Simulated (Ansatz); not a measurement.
# Computed scan of one atom of the cell: Rh (fcc, Cu type)

Starting cell, Rh (fcc, Cu type):

```
CELL_PARAMETERS angstrom
      3.80012     0.00000     0.00000
      0.00000     3.80012     0.00000
      0.00000     0.00000     3.80012
ATOMIC_POSITIONS crystal
  Rh 0.00000 0.00000 0.00000
  Rh 0.50000 0.50000 0.00000
  Rh 0.50000 0.00000 0.50000
  Rh 0.00000 0.50000 0.50000
```

Scan: atom 1 (Rh, nearest neighbour Rh at 2.687 Å; its periodic images, 3.8 Å or more away, move with it) is displaced along Cartesian x, direction (1.000, 0.000, 0.000) in Cartesian axes, by s. The other atoms stay.

Computed with r2SCAN (plane waves to 500 eV, PAW, scalar-relativistic; Ansatz, a quantum-chemistry and plane-wave program). k mesh 10×10×10 (Γ-centred), Fermi-Dirac smearing 0.05 eV. The energy includes the smearing's −TS. With partly filled bands, energies and forces of such displacements shift with the k mesh and the smearing. Rh is run without spin polarisation. Rh was relaxed with its symmetry unable to fall. The PAW data are Ansatz's earlier set. ΔE is measured from the undisplaced structure.

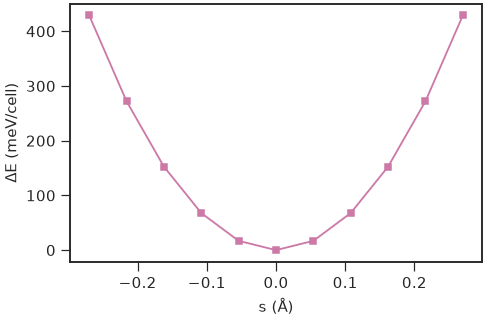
ΔE (meV/cell) against s (Å); computed points joined by lines.

The force constant k = d²E/ds² at s = 0 (finite differences) is 11.6 eV/Å² and the force along the line at s = -0.270 Å is 3.27 eV/Å. Shape of the curve: a single well with its minimum at or next to zero displacement. Symmetry of the curve: even: the same for both signs. Harmonic estimate at the end of the scan: ½ks² = 423 meV/cell against the computed 429 meV/cell, so the well is close to harmonic there.

The forces along the line at the two nearest points give (0.627 − (-0.627)) / (2·0.054) = 11.61 eV/Å²; the next pair corrects for the finite step.

(A displaced cell: forces are minus the slopes of the energy, force constants its curvatures, and phonons follow from these.)
